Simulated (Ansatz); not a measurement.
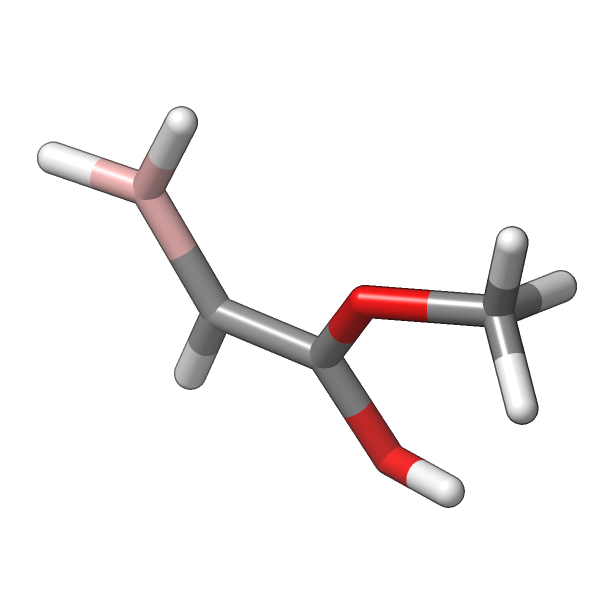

A stick model of a molecule. Colours: boron pink, carbon grey, oxygen red, hydrogen white.

The geometry was computed by an optimisation with PBE0-D4/def2-TZVP. No frequency run is at hand to confirm it as a minimum.

**Count the atoms of each element.**

C₃H₇BO₂, 13 atoms: 3 carbon, 7 hydrogen, 1 boron and 2 oxygen.

**Count the bonded pairs by element.**

4 C–H, 3 C–O, 2 B–H, 1 C–B, 1 C–C, 1 O–H.

**Does it have rings?**

It has no ring.

**Which point group does it belong to?**

C1.

The parts below concern this one geometry. Atoms keep their numbers from picture to picture.

## Shape

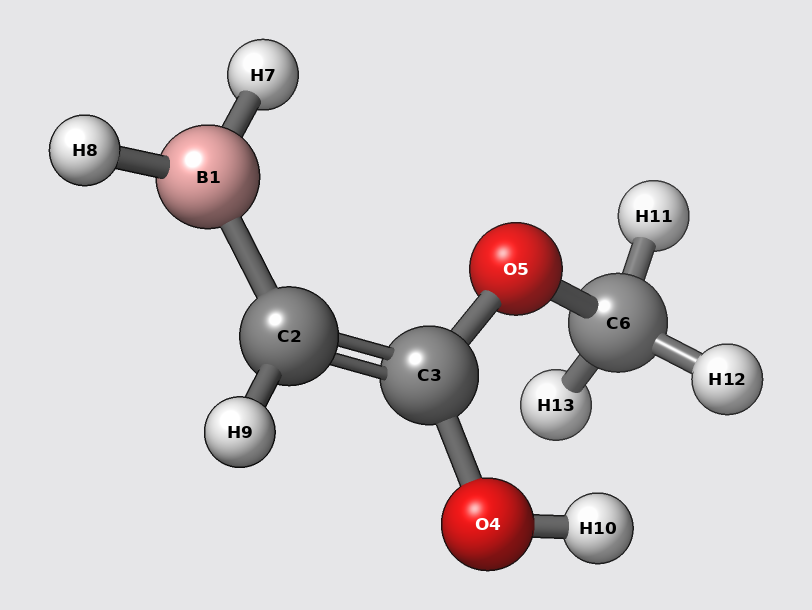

Numbered structure. No frequency run is at hand to confirm it as a minimum.

Give these bond angles: C2–B1–H7, C2–B1–H8, B1–C2–C3, B1–C2–H9, C3–C2–H9, C2–C3–O4, C2–C3–O5, O4–C3–O5, C3–O4–H10, C3–O5–C6, O5–C6–H11, O5–C6–H12, O5–C6–H13.

```
    angle  degrees
 C2–B1–H7    121.2
 C2–B1–H8    120.0
 B1–C2–C3    123.8
 B1–C2–H9    122.8
 C3–C2–H9    113.5
 C2–C3–O4    120.8
 C2–C3–O5    122.4
 O4–C3–O5    116.9
C3–O4–H10    111.2
 C3–O5–C6    119.3
O5–C6–H11    105.8
O5–C6–H12    112.2
O5–C6–H13    111.5
```

## Levels of theory compared

No frequency run is at hand to confirm it as a minimum. Program: Ansatz 0.2.0.

At this fixed geometry, give HOMO–LUMO gap (eV) at these levels: B3LYP-D4/def2-TZVPP; PBE-D4/def2-TZVPP; PBE0-D4/def2-TZVPP; r2SCAN-D4/def2-TZVPP; ωB97M-V/def2-TZVPP; ωB97X-V/def2-TZVPP.

```json
{"level": "B3LYP-D4/def2-TZVPP", "HOMO–LUMO gap (eV)": "5.38"}
{"level": "PBE-D4/def2-TZVPP", "HOMO–LUMO gap (eV)": "3.83"}
{"level": "PBE0-D4/def2-TZVPP", "HOMO–LUMO gap (eV)": "5.81"}
{"level": "r2SCAN-D4/def2-TZVPP", "HOMO–LUMO gap (eV)": "4.27"}
{"level": "ωB97M-V/def2-TZVPP", "HOMO–LUMO gap (eV)": "9.91"}
{"level": "ωB97X-V/def2-TZVPP", "HOMO–LUMO gap (eV)": "10.15"}
```

## Dipole moment

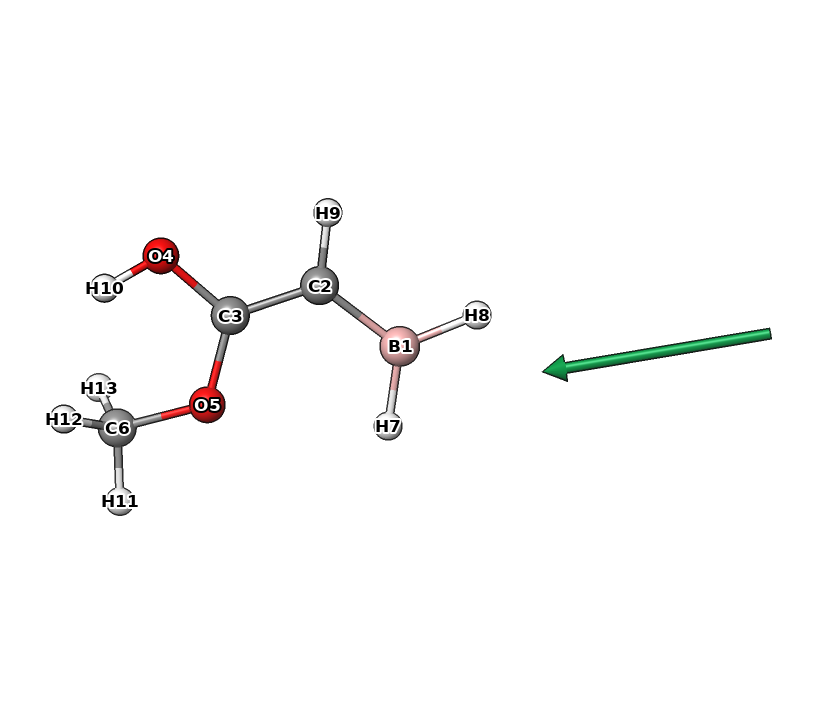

The arrow beside the molecule shows the direction of the dipole moment, from the negative to the positive end (its length means nothing). No frequency run is at hand to confirm it as a minimum. Properties computed with RKS PBE-D4/def2-TZVPP (Ansatz 0.2.0).

**Estimate the dipole moment.**

5.43 D; it points from the side of H8 to the side of H12 (the outermost atoms at the two ends).

## Charges

The questions are on Mulliken charges. No frequency run is at hand to confirm it as a minimum. Level of theory: RKS PBE-D4/def2-TZVPP (Ansatz 0.2.0).

**Which atom carries the highest charge (most positive or least negative)?**

C3 (0.34 e).

**And the lowest?**

C2 (−0.25 e).

Give the Mulliken charges atom by atom.

```
atom  value (e)
  B1      −0.14
  C2      −0.25
  C3       0.34
  O4      −0.22
  O5      −0.17
  C6      −0.18
  H7      −0.01
  H8      −0.01
  H9       0.09
 H10       0.20
 H11       0.13
 H12       0.09
 H13       0.13
```

Mulliken values depend strongly on the basis set and can even reverse the polarity of a bond.
